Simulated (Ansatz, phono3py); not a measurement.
# Phonon transport in SrCl2 (Fm-3m)

Aim: the lattice thermal conductivity of SrCl2 against temperature, and which phonons carry it.

Experimental results on record:
- thermal conductivity 2.3 W/m/K near room temperature (given in “Predicting the lattice thermal conductivity of solids by solving the Boltzmann transport equation: AFLOW - AAPL an automated, accurate and efficient framework”, 2017, arXiv:1611.05481)

Main program and level: Ansatz 0.2.0; DFT LDA, scalar-relativistic, plane waves, PAW.

## (1) Set-up

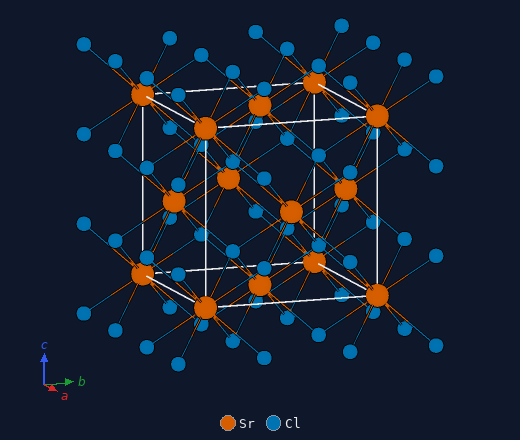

Start, viewed from a free direction; strontium orange, chlorine blue. This picture shows the conventional cell, with its axes. Some periodic images of atoms are drawn too.

## (2) A first coarse run

A cheap single point shows whether the cell is a metal or an insulator and how far it is from rest; that sets the k-mesh and the occupations of what follows.

File input.yaml:

```yaml
crystal:
  lattice:
    - [0.0, 3.48835, 3.48835]
    - [3.48835, 0.0, 3.48835]
    - [3.48835, 3.48835, 0.0]
  atoms:
    - { symbol: Sr, position: [0.0, 0.0, 0.0] }
    - { symbol: Cl, position: [0.25, 0.25, 0.25] }
    - { symbol: Cl, position: [0.75, 0.75, 0.75] }
kpoints:
  mp_grid: { grid: [4, 4, 4] }
hamiltonian:
  xc: lda
scf:
  occupations: { method: gaussian, width: 0.1 }
output:
  forces: true
  stress: true
  eigenvalues: true
```

The run is started by

```bash
ansatz run input.yaml --threads 4 --pin off --max-ram 16384MiB --backend cpu --events-out ev --progress --plain --runs-dir out
```

Numbers of over 12 decimals in the logs are rounded to 6 here.

The log of the run:

```text
Engine: ansatz 0.2.0, aarch64-unknown-linux-gnu
Pseudopotentials: kind: paw
Pseudopotential: Sr, paw, valence charge 10, recommended cutoff 420 eV (normal), Sr.paw.azcp
Pseudopotential: Cl, paw, valence charge 7, recommended cutoff 420 eV (normal), Cl.paw.azcp
Functional definition: SPW92
  exchange = slater_x
  correlation = pw_c
Crystal: 3 atoms, lattice volume = 84.897 Å³
Basis set: ecut = 420 eV, 1639 PW (Γ)
Bands: 16, of which v1, the nominal top of the filled ones, is band 12 counted from 1 (11 counted from 0)
Symmetry: 48 space group operations
Space group: Fm-3m (ITA 225), of the structure as read, at distance tolerance 4.4e-5 Å
k-points: 8 of 64
Non-local potential: Sr, projectors of the file, l = 0: 3, l = 1: 2, l = 2: 2
Non-local potential: Cl, projectors of the file, l = 0: 2, l = 1: 2, l = 2: 2
PAW form: soft (Blöchl's): semilocal exchange-correlation on the pseudo side does not see the compensation charge
PAW frozen core: Sr, regenerated for the run's functional, and the local potential with it (the file was generated under x = pbe(κ = 0.804, μ = 0.219515), c = pbe(β = 0.066725))
PAW frozen core: Cl, regenerated for the run's functional, and the local potential with it (the file was generated under x = pbe(κ = 0.804, μ = 0.219515), c = pbe(β = 0.066725))
PAW one-centre angular grid: Sr, 110 points (default); XC on 64 Gauss nodes
PAW one-centre angular grid: Cl, 110 points (default); XC on 64 Gauss nodes
Initial density: superposition of atomic densities (neutral atoms: chi_scale 0, normalization atom), corrected by the library's trained network
Initial wavefunctions: pseudopotential atomic-orbital guess
Functional: x = slater, c = lda
SCF iter   1: F=—  HF=-5540.045165 eV  |F-HF|=—  |Δ(HF+E_count)|=         —  Δρ=6.36e-3  dr2=3.66e-2  ethr=1.77e-3  ⟨swp⟩=9.0  Hψ=907  notcnv=0
preconditioner: auto → none  [insulator: Δε(μ)=4.772 eV  Ē_g=13.724 eV  σ=0.100 eV  W_gap=1.00  n_scr=14 (ndim 8)  ℏωp=18.9 eV  f_vac=0.093  D(μ)=0.00/eV (n_scr^D=0)  ε∞_Penn≈2.9]
SCF iter   2: F=—  HF=-5540.035339 eV  |F-HF|=—  |Δ(HF+E_count)|=   9.83e-3  Δρ=2.83e-3  dr2=3.12e-3  ethr=1.53e-4  ⟨swp⟩=2.0  Hψ=239  notcnv=0
SCF iter   3: F=—  HF=-5540.034617 eV  |F-HF|=—  |Δ(HF+E_count)|=   7.22e-4  Δρ=1.17e-3  dr2=5.93e-4  ethr=1.30e-5  ⟨swp⟩=2.5  Hψ=194  notcnv=0
SCF iter   4: F=—  HF=-5540.034476 eV  |F-HF|=—  |Δ(HF+E_count)|=   1.41e-4  Δρ=4.30e-5  dr2=5.78e-7  ethr=2.47e-6  ⟨swp⟩=1.2  Hψ=144  notcnv=0
SCF iter   5: F=—  HF=-5540.034492 eV  |F-HF|=—  |Δ(HF+E_count)|=   1.66e-5  Δρ=8.96e-6  dr2=2.61e-8  ethr=2.41e-9  ⟨swp⟩=3.4  Hψ=296  notcnv=0
SCF iter   6: F=-5540.034492 eV  HF=-5540.034492 eV  |F-HF|=6.37e-12  |Δ(HF+E_count)|=  4.02e-10  Δρ=1.62e-6  dr2=4.45e-10  ethr=1.09e-10  ⟨swp⟩=4.0  Hψ=660  notcnv=0
SCF 1 converged in 6 iterations: F = -5540.034492 eV  dr2 = 4.45e-10
  greatest PAW one-centre occupation: 0.986 electrons in one spin orbital (limit 2), on the Sr atom at site 0 (counted from 0), in its partial waves of l = 0
SCF converged after 6 iterations
Free energy (F): -5540.034492 eV
Harris-Foulkes:  -5540.034492 eV  (|F-HF|=6.37e-12)
Internal energy: -5540.034492 eV  (E = F + TS)
E sigma→0 (E₀):  -5540.034492 eV
Fermi energy:    5.295735 eV
--- Per-component energies (eV) ---
  E_band       = -152.612291
  E_kinetic    = 567.021972
  E_local      = -1186.906699  (includes V_loc(G=0)·N_el)
  E_nonlocal   = 266.274143
  E_hartree    = 322.999011
  E_xc         = -383.707778
  E_vxc        = -405.120704  (∫ρ·V_xc dr)
  E_paw        = -3847.622822  (= ΣΔE_a)
  E_vpaw       = -39.879278  (= ΣTr[D̂ρ^β])
  E_aug_tail   = 0.000198  (compensation charges beyond the density's cutoff)
  E_ewald      = -1278.767635
  E_core_change = 0.675119  (= ΣΔE_core)
  E_smearing   = -0.000000  (= −TS)
  E_closure    = -0.000000  (closes the sum)
  Σ components = -5540.034492   (vs F -5540.034492, Δ=0.00e0)
--- Forces (eV/Å), atoms counted from 1 ---
  atom   1  Sr    -0.00000000     0.00000000     0.00000000
  atom   2  Cl     0.00000000     0.00000000     0.00000000
  atom   3  Cl    -0.00000000     0.00000000     0.00000000
  max |Σ_I F_I| component: 1.16e-18 eV/Å
--- Stress (GPa, compression-positive) ---
       -2.846674      -0.000000       0.000000
       -0.000000      -2.846674      -0.000000
       -0.000000      -0.000000      -2.846674
  P = ⅓ Tr σ = -2.8467 GPa (-28.467 kbar)
--- Band table (eV; the first three rows and the last of 8) ---
  k-point 0: bands = [... 8 lower, 0.6715, 2.5094, 2.5094, 2.5094, 7.7346, 8.6868, 8.6868, 11.4883]
  k-point 1: bands = [... 8 lower, 1.0451, 1.8842, 2.1926, 2.1926, 8.8919, 9.0826, 9.0826, 10.3421]
  k-point 2: bands = [... 8 lower, 1.2922, 1.4839, 1.7803, 1.7803, 9.3185, 9.3185, 10.1773, 10.2761]
  k-point 7: bands = [... 8 lower, 1.6085, 1.6085, 2.5312, 2.7501, 8.7674, 9.5894, 9.8534, 9.8534]
```

Elapsed: 1.2 s, on 4 threads of Arm Neoverse V1, shared host; peak memory 0.29 GiB.

In the SCF lines HF is the Harris–Foulkes energy and dr2 the Hartree energy of the density residual, in eV; the loop may stop once dr2 is under the threshold and the program's other checks hold. Hψ counts applications of the Hamiltonian.

A gap read on the k-mesh alone can miss the band edges.

This step gave:

```
pressure          : -2.847 GPa
gap on the k-mesh : 4.880 eV
volume per atom   : 28.30 Å³
```

The start is under -2.8 GPa at this level and looks like an insulator or semiconductor on this mesh.

## (3) Finding the static equilibrium

The vibrations must be taken about the equilibrium of this functional, not about the starting cell, so the structure is relaxed.

input.yaml, the sections that differ from step 2:

```yaml
kpoints:
  mp_grid: { grid: [6, 6, 6] }
scf:
  occupations: { method: gaussian, width: 0.02 }
relax:
  adjacent_minimum: "off"
  f_tol: 0.005
  max_steps: 80
  cell: { stress_tol: 0.05 }
# crystal, hamiltonian, output: as in step 2
```

The log of the run:

```text
[...]
Crystal: 3 atoms, lattice volume = 84.897 Å³
Basis set: ecut = 420 eV, 1639 PW (Γ)
Bands: 16, of which v1, the nominal top of the filled ones, is band 12 counted from 1 (11 counted from 0)
Symmetry: 48 space group operations
[...]
k-points: 16 of 216
[...]
SCF iter   1: F=—  HF=-5540.044012 eV  |F-HF|=—  |Δ(HF+E_count)|=         —  Δρ=6.34e-3  dr2=3.62e-2  ethr=1.77e-3  ⟨swp⟩=9.8  Hψ=1883  notcnv=0
[...]
SCF iter   6: F=-5540.034587 eV  HF=-5540.034587 eV  |F-HF|=6.78e-10  |Δ(HF+E_count)|=   3.38e-9  Δρ=2.08e-6  dr2=1.34e-9  ethr=9.56e-11  ⟨swp⟩=3.2  Hψ=1066  notcnv=0
SCF 1 converged in 6 iterations: F = -5540.034587 eV  dr2 = 1.34e-9
[...]
relax step   1: F+E_penalty+E_count = -5540.03458650 eV  Δ(F+E_penalty+E_count) = +0.000e0 eV  max|allowed force component| = 9.637e-19 eV/Å  Δτ_max = 0.0000 Å  P = -2.847 GPa  Ω = 84.897 Å³  (6 SCF iters, dr2 threshold 1.00e-7 eV, accepted)
Crystal: 3 atoms, lattice volume = 78.568 Å³
Basis set: ecut = 420 eV, 1471 PW (Γ)
[...]
iter 1 solved again at ethr=7.08e-5 eV; its pass at ethr=3.10e-3 eV (dr2=1.70e-2 eV) is discarded
[...]
SCF iter   5: F=-5540.094649 eV  HF=-5540.094648 eV  |F-HF|=8.90e-8  |Δ(HF+E_count)|=   6.51e-7  Δρ=2.24e-5  dr2=1.92e-7  ethr=1.25e-9  ⟨swp⟩=5.8  Hψ=1594  notcnv=0
SCF 2 converged in 5 iterations: F = -5540.094649 eV  dr2 = 1.92e-7
relax step   2: F+E_penalty+E_count = -5540.09464857 eV  Δ(F+E_penalty+E_count) = -6.006e-2 eV  max|allowed force component| = 9.059e-18 eV/Å  Δτ_max = 0.0000 Å  P = +0.026 GPa  Ω = 78.568 Å³  energy of the carried Pulay correction = +1.194e-4 eV  (5 SCF iters, dr2 threshold 3.00e-7 eV, accepted)
[...]
SCF iter   5: F=-5540.094530 eV  HF=-5540.094530 eV  |F-HF|=2.73e-12  |Δ(HF+E_count)|=  1.18e-11  Δρ=1.54e-7  dr2=1.12e-11  ethr=1.00e-12  ⟨swp⟩=7.4  Hψ=1413  notcnv=0
SCF 3 converged in 5 iterations: F = -5540.094530 eV  dr2 = 1.12e-11
relax step   3: F+E_penalty+E_count = -5540.09453002 eV  Δ(F+E_penalty+E_count) = +1.186e-4 eV  max|allowed force component| = 8.866e-18 eV/Å  Δτ_max = 0.0000 Å  P = +0.026 GPa  Ω = 78.568 Å³  stress off target by 2.57e-2 GPa  SCF on the basis re-selected at this cell (its energy is not comparable with the rows above)  (5 SCF iters)
basis re-selected at this cell: Δ(F+E_penalty+E_count) = +1.186e-4 eV, ΔP = +0.000 GPa vs the last step (what re-selecting the basis moved, of the pressure what is left beyond the Pulay correction that the steps carried, after the strain that the cell walked since its last selection, with what the two solves' SCF thresholds leave and, on support functions, any second-order correction that the steps lacked; it is no m [...]
SCF converged after 5 iterations
Free energy (F): -5540.094530 eV
[...]
Internal energy: -5540.094530 eV  (E = F + TS)
E sigma→0 (E₀):  -5540.094530 eV
Fermi energy:    6.178876 eV
[...]
--- Stress (GPa, compression-positive) ---
        0.025732      -0.000000      -0.000000
       -0.000000       0.025732      -0.000000
       -0.000000      -0.000000       0.025732
  P = ⅓ Tr σ = 0.0257 GPa (0.257 kbar)
--- Band table (eV; the first three rows and the last of 16) ---
  k-point 0: bands = [... 8 lower, 1.1599, 3.2524, 3.2524, 3.2524, 8.8048, 9.4054, 9.4054, 12.3860]
  k-point 1: bands = [... 8 lower, 1.3896, 2.8852, 3.0738, 3.0738, 9.4437, 9.6631, 9.6631, 11.4822]
  k-point 2: bands = [... 8 lower, 1.8222, 2.2786, 2.6963, 2.6963, 10.0422, 10.0422, 10.2590, 11.6933]
  k-point 15: bands = [... 8 lower, 1.8686, 2.6705, 3.2207, 3.5454, 9.2540, 10.7117, 10.7576, 11.0410]
--- Relaxed structure (2 steps of the walk, 2 accepted, 1 SCFs on fresh bases) ---
  F+E_penalty+E_count = -5540.09453002 eV   max|allowed force component| = 8.866e-18 eV/Å   (the final SCF, on the basis selected at the relaxed cell)
  cell:  # Å, volume = 78.5677 Å³
    - [0, 3.399419, 3.399419]
    - [3.399419, 0, 3.399419]
    - [3.399419, 3.399419, 0]
  atoms:
    - { symbol: Sr, position: [0, 0, 0] }
    - { symbol: Cl, position: [0.25, 0.25, 0.25] }
    - { symbol: Cl, position: [0.75, 0.75, 0.75] }
```

Run time: 1.8 s. Hardware: 4 threads; peak memory 0.33 GiB; 5.7 s of CPU time.

Relaxation path:

```
step  energy less that of the first step (eV)  largest force component (eV/Å)  pressure (GPa)  volume (Å³)
   1                                   0.0000                          0.0000           -2.85        84.90
   2                                  -0.0601                          0.0000            0.03        78.57
  3*                                  -0.0599                          0.0000            0.03        78.57
```

Relaxation steps marked * repeat the geometry before them on a plane-wave basis chosen anew for their cell, so energy and pressure can jump there.

The run keeps the 48 symmetry operations that it works with, so distortions that break them were not tested.

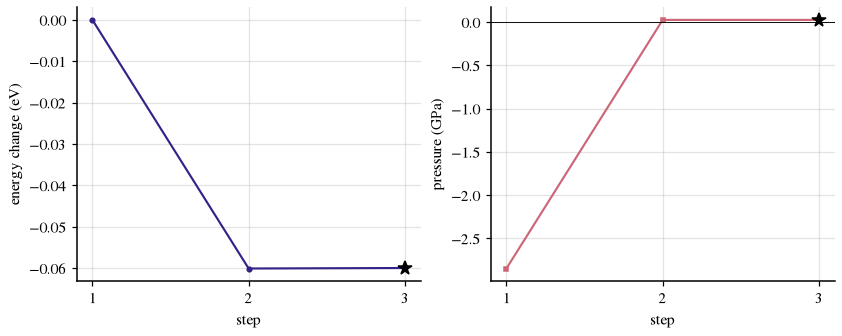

Energy and pressure along the relaxation. Stars mark steps on a basis chosen anew.

```
conventional cell, symmetrised  before  after  change
                         a (Å)   6.977  6.799  -2.5 %
                         b (Å)   6.977  6.799  -2.5 %
                         c (Å)   6.977  6.799  -2.5 %
              volume (Å³/atom)   28.30  26.19  -7.5 %
```

Final coordinates:

```cif
data_structure
_symmetry_space_group_name_H-M 'P 1'
_symmetry_Int_Tables_number 1
_cell_length_a 4.8075
_cell_length_b 4.8075
_cell_length_c 4.8075
_cell_angle_alpha 60.000
_cell_angle_beta 60.000
_cell_angle_gamma 60.000
_cell_volume 78.57
loop_
_atom_site_label
_atom_site_type_symbol
_atom_site_fract_x
_atom_site_fract_y
_atom_site_fract_z
_atom_site_occupancy
Sr1 Sr 0.00000 0.00000 0.00000 1
Cl2 Cl 0.25000 0.25000 0.25000 1
Cl3 Cl 0.75000 0.75000 0.75000 1
```

Numbers from this step:

```
pressure          : 0.02573 GPa
gap on the k-mesh : 5.100 eV
volume per atom   : 26.19 Å³
```

The relaxation ends with a pressure of 0.03 GPa.

## (4) Relaxing to small residual forces and stress

The thresholds are tightened for a last relaxation ahead of the phonons, and where mesh or smearing change with them the cell follows.

input.yaml, the sections that differ from step 3:

```yaml
crystal:
  lattice:
    - [0.0, 3.3994186519, 3.3994186519]
    - [3.3994186519, 0.0, 3.3994186519]
    - [3.3994186519, 3.3994186519, 0.0]
  atoms:
    - { symbol: Sr, position: [0.0, 0.0, 0.0] }
    - { symbol: Cl, position: [0.25, 0.25, 0.25] }
    - { symbol: Cl, position: [0.75, 0.75, 0.75] }
scf:
  occupations: { method: fixed }
relax:
  adjacent_minimum: "off"
  f_tol: 0.001
  max_steps: 60
  cell: { stress_tol: 0.01 }
# kpoints, hamiltonian, output: as in step 3
```

The log of the run:

```text
[...]
Crystal: 3 atoms, lattice volume = 78.568 Å³
Basis set: ecut = 420 eV, 1471 PW (Γ)
Bands: 16, of which v1, the nominal top of the filled ones, is band 12 counted from 1 (11 counted from 0)
Symmetry: 48 space group operations
[...]
k-points: 16 of 216
[...]
k-point 15: bands = [... 8 lower, 1.8631, 2.6644, 3.2143, 3.5385, 9.2473, 10.7031, 10.7496, 11.0323]
--- Relaxed structure (2 steps of the walk, 2 accepted, 1 SCFs on fresh bases) ---
[...]
cell:  # Å, volume = 78.6200 Å³
    - [0, 3.400173, 3.400173]
    - [3.400173, 0, 3.400173]
    - [3.400173, 3.400173, 0]
  atoms:
    - { symbol: Sr, position: [0, 0, 0] }
    - { symbol: Cl, position: [0.25, 0.25, 0.25] }
    - { symbol: Cl, position: [0.75, 0.75, 0.75] }
[key lines of the parts left out:]
SCF converged after 4 iterations
Free energy (F): -5540.094533 eV
Fermi energy:    3.621742 eV
P = ⅓ Tr σ = -0.0037 GPa (-0.037 kbar)
```

Run time: 1.7 s. Hardware: 4 threads; peak memory 0.32 GiB; 5.3 s of CPU time.

Little changed from the start: no atom moved by 0.005 Å and no cell edge by 0.1 %.

This step gave:

- pressure: -0.003666 GPa
- gap on the k-mesh: 5.101 eV
- volume per atom: 26.21 Å³

The residual pressure is -0.0037 GPa, small enough for phonons.

## (5) A faulty attempt

This input was changed on purpose, to see how the program answers.

File input.yaml:

```yaml
crystal:
  lattice:
    - [0.0, 3.4001734454, 3.4001734454]
    - [3.4001734454, 0.0, 3.4001734454]
    - [3.4001734454, 3.4001734454, 0.0]
  atoms:
    - { symbol: Sr, position: [0.0, 0.0, 0.0] }
    - { symbol: Cl, position: [0.25, 0.25, 0.25] }
    - { symbol: Cl, position: [0.75, 0.75, 0.75] }
kpoints:
  mp_grid: { grid: [4, 4, 4] }
hamiltonian:
  xc: lda
scf:
  occupations: { method: fixed }
  max_iter: 60
output:
  eigenvalues: true
phonons:
  supercell: [2, 2, 2]
  dielectric: false
  third_order: { supercell: [2, 2, 2], pair_cutoff: 3.095 }
  lattice_thermal_conductivity:
    qmesh: [9, 9, 9]
    temperatures: [300]
    isotope_mass_variance:
      - { species: Cl, variance: -0.0001 }
      - { species: Sr, variance: -0.0001 }
```

The log of the run:

```text
Error: 2 input errors — fix all and re-run
  1. invalid value for `phonons.lattice_thermal_conductivity.isotope_mass_variance[].variance`: must be finite and ≥ 0; got -0.0001
  2. invalid value for `phonons.lattice_thermal_conductivity.isotope_mass_variance[].variance`: must be finite and ≥ 0; got -0.0001
```

The job ended after 0.58 s (4 threads; peak memory 0.031 GiB).

The program refused the input before any cycle.

The program's message: “Error: 2 input errors — fix all and re-run
  1. invalid value for `phonons.lattice_thermal_conductivity.isotope_mass_variance[].variance`: must be finite and ≥ 0; got -0.0001
  2. invalid value for `p …”

The fault put into the input: a negative mass variance.

[end of part 1 of 3]

[Logs are printed without paths, hosts, clocks, repeated set-up lines and the standing remarks that a program may print on its own settings, such as how far it seeks lower states.]

[Hosts, paths, dates, database ids (printed as entryN), source tags and the programs' standing remarks are cut or masked in the printed files.]

[A step with changed settings may run another functional than the one named; its input shows which.]
